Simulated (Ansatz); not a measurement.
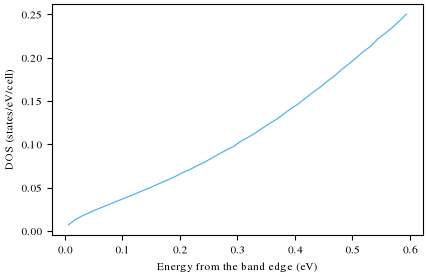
Figure: Density of states of GaSb (F-43m) below the valence band maximum, r2SCAN with spin-orbit coupling, rigid bands in Ansatz (an electronic-structure program); cell volume 57.1 Å³.

Problem. What effective density of states at 300 K does this give (∫ g(E) exp(−E/k_BT) dE, both spins, divided by the cell's size)?

Solution. 6.6e18 cm⁻³, a density-of-states mass of 0.41 mₑ, valleys and band degeneracy included.

Geometry: cell and atoms relaxed with PBEsol.
